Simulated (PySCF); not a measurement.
# CHS (thioformyl radical) at UMP2/x2c-SVPall (sfX2C)

What is the vertical ionisation energy of CHS (thioformyl radical) at UMP2/x2c-SVPall (sfX2C)? Input form: a Python script.

The calculation is run with PySCF 2.14.0.

**1. The structure to begin with**

CHS: 3 atoms, total charge 0, spin state doublet. As SMILES, `[CH]=S`. Geometry: relaxed at GFN2-xTB.

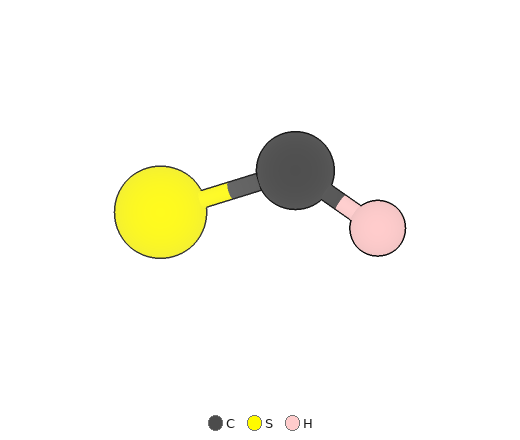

The structure, seen from a chosen angle (carbon dark grey, sulfur yellow, hydrogen pink).

**2. A single-point energy at UMP2/x2c-SVPall (sfX2C)**

The input, calc.py:

```python
# [CH]=S
from pyscf import gto, mp

molecule = gto.Mole()
molecule.atom = [
    ('C', (-0.162530, 0.369280, -0.045900)),
    ('S', (1.131220, -0.233320, 0.594460)),
    ('H', (-0.968690, -0.135960, -0.548560)),
]
molecule.basis = 'x2c-svpall'
molecule.max_memory = 1860
molecule.spin = 1
molecule.verbose = 4
molecule.build()

calc0 = molecule.UHF()
calc0 = calc0.x2c()
calc0.conv_tol = 1e-10
calc0.kernel()
if not calc0.converged:
    calc0 = calc0.newton().run(calc0.mo_coeff, calc0.mo_occ)

pt = mp.MP2(calc0, frozen=6).run()
e_final = pt.e_tot
print('Final energy', e_final)
```

Started as:

```bash
$ OMP_NUM_THREADS=1 python calc.py
```

Output:

```text
PySCF version 2.14.0

[INPUT] num. atoms = 3
[INPUT] num. electrons = 23
[INPUT] charge = 0
[INPUT] spin (= nelec alpha-beta = 2S) = 1
[INPUT] symmetry False subgroup None
[INPUT] Mole.unit = angstrom
[INPUT] Symbol           X                Y                Z      unit          X                Y                Z       unit  Magmom
[INPUT]  1 C     -0.162530000000   0.369280000000  -0.045900000000 AA   -0.307137187026   0.697838063279  -0.086738429118 Bohr   0.0
[INPUT]  2 S      1.131220000000  -0.233320000000   0.594460000000 AA    2.137695986630  -0.440910899384   1.123366592009 Bohr   0.0
[INPUT]  3 H     -0.968690000000  -0.135960000000  -0.548560000000 AA   -1.830558799605  -0.256927163896  -1.036628162891 Bohr   0.0

nuclear repulsion = 38.964786289071
number of shells = 8
number of NR pGTOs = 67
number of NR cGTOs = 37
basis = x2c-svpall
ecp = {}

******** <class 'pyscf.x2c.sfx2c1e.sfX2C1eUHF'> ********
method = sfX2C1eUHF
initial guess = minao
damping factor = 0
level_shift factor = 0
DIIS = <class 'pyscf.scf.diis.CDIIS'>
diis_start_cycle = 1
diis_space = 8
diis_damp = 0
SCF conv_tol = 1e-10
SCF conv_tol_grad = None
SCF max_cycles = 50
direct_scf = True
direct_scf_tol = 1e-13
number electrons alpha = 12  beta = 11

******** <class 'pyscf.x2c.sfx2c1e.SpinFreeX2CHelper'> ********
approx = 1e
xuncontract = 1
Set gradient conv threshold to 1e-05
init E= -436.907449956974
[... the frontier-level lines of each cycle are left out ...]

[... 52 lines left out ...]
cycle= 43 E= -436.826571472499  delta_E= -5.6e-05  |g|= 0.000616  |ddm|= 0.0359
cycle= 44 E= -436.82657290759  delta_E= -1.44e-06  |g|= 0.000291  |ddm|= 0.00301
cycle= 45 E= -436.826573209216  delta_E= -3.02e-07  |g|= 2.85e-05  |ddm|= 0.00181
cycle= 46 E= -436.826573214214  delta_E= -5e-09  |g|= 8.24e-06  |ddm|= 0.00039
cycle= 47 E= -436.826573214379  delta_E= -1.65e-10  |g|= 5.15e-06  |ddm|= 2.33e-05
cycle= 48 E= -436.826573214694  delta_E= -3.15e-10  |g|= 1.19e-06  |ddm|= 9.23e-05
cycle= 49 E= -436.826573214703  delta_E= -8.98e-12  |g|= 3.72e-07  |ddm|= 1.16e-05
Extra cycle  E= -436.826573214703  delta_E= 1.14e-13  |g|= 2.14e-07  |ddm|= 8.5e-07
converged SCF energy = -436.826573214703  <S^2> = 1.0171721  2S+1 = 2.2513748

******** <class 'pyscf.mp.ump2.UMP2'> ********
nocc = (np.int64(6), np.int64(5)), nmo = (31, 31)
frozen orbitals 6
E(UMP2) = -437.050960451611  E_corr = -0.224387236907957
E(SCS-UMP2) = -437.04550048649  E_corr = -0.218927271787334
E_corr(same-spin) = -0.0580816298102468
E_corr(oppo-spin) = -0.16630560709771
Final energy -437.0509604516106
```

Run time: 1.4 s. Hardware: 1 thread of Intel Xeon Platinum 8375C at 2.90GHz (Ice Lake), shared host; peak memory 0.12 GiB.

**3. The singlet cation at the same level**

The input, geometry.xyz:

```xyz
3
CHS
C     -0.162530     0.369280    -0.045900
S      1.131220    -0.233320     0.594460
H     -0.968690    -0.135960    -0.548560
```

The input, calc.py:

```python
from pyscf import gto, mp

mol = gto.Mole()
mol.atom = 'geometry.xyz'
mol.charge = 1
mol.spin = 0
mol.max_memory = 1860
mol.verbose = 3
mol.basis = 'x2c-svpall'
mol.build()

calc0 = mol.RHF()
calc0 = calc0.x2c()
calc0.conv_tol = 1e-10
calc0.kernel()
if not calc0.converged:
    calc0 = calc0.newton().run(calc0.mo_coeff, calc0.mo_occ)

pt = mp.MP2(calc0, frozen=6).run()
etot = pt.e_tot
print('E(%s) = %.9f' % ('MP2', etot))
```

Started as:

```bash
$ OMP_NUM_THREADS=1 python calc.py
```

Output:

```text
converged SCF energy = -436.503605673823
E(RMP2) = -436.777013853225  E_corr = -0.273408179402446
E(SCS-RMP2) = -436.77267892039  E_corr = -0.269073246566961
E(MP2) = -436.777013853
```

Wall time 0.93 s (1 thread of Intel Xeon Platinum 8375C at 2.90GHz (Ice Lake), shared host); peak memory 0.13 GiB.

**4. What came out**

At UMP2/x2c-SVPall (sfX2C), 6 core orbitals frozen:

| quantity | value |
| --- | --- |
| doublet CHS: total energy | -437.05096 Eh |
| doublet CHS: dipole moment (Hartree–Fock density) | 1.21 D |
| doublet CHS: HOMO energy (Hartree–Fock orbitals) (highest over α and β) | -9.11 eV |
| doublet CHS: LUMO energy (Hartree–Fock orbitals) (lowest over α and β) | 1.44 eV |
| doublet CHS: correlation energy (6 core orbitals frozen) | -224.4 mEh |
| doublet CHS: ⟨S²⟩ of the reference determinant | 1.017 |
| singlet cation: total energy | -436.77701 Eh |
| singlet cation: HOMO energy (Hartree–Fock orbitals) | -20.16 eV |
| singlet cation: LUMO energy (Hartree–Fock orbitals) | -7.79 eV |
| singlet cation: HOMO–LUMO gap (Hartree–Fock orbitals) | 12.38 eV |
| singlet cation: correlation energy (6 core orbitals frozen) | -273.4 mEh |
| vertical ionisation energy (to the singlet cation) | 7.454 eV |

The vertical ionisation energy comes to 7.45 eV (172 kcal/mol). Only the singlet of the ionised species was computed; a triplet could lie lower. ⟨S²⟩ (doublet CHS) is 1.02 where a pure doublet has 0.75: the reference is spin-contaminated. Mulliken charges (doublet CHS) of the mean-field density run from -0.06 on C1 to +0.10 on H3.
